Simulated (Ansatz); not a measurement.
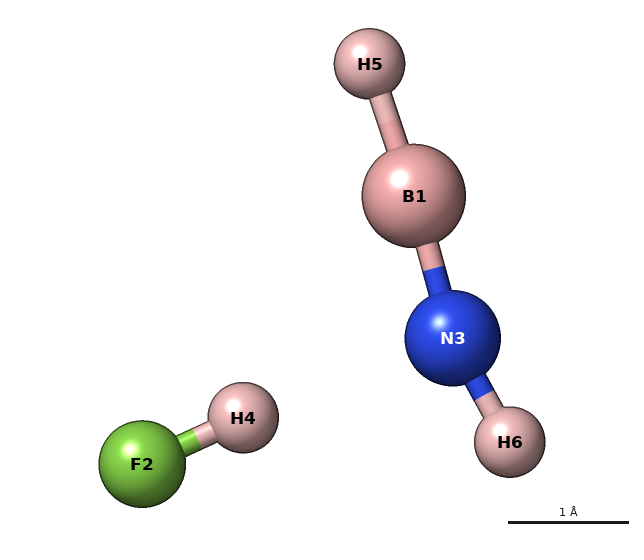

The computed structure is the end point of a PBE0-D4/def2-TZVP optimisation.

Find the hydrogen bonds (donors O, N, F, S or Cl) and give their geometry.

| D–H···A | D–H (Å) | H···A (Å) | angle (°) | kind |
| --- | --- | --- | --- | --- |
| F2–H4···N3 | 0.94 | 1.89 | 176 | intermolecular |
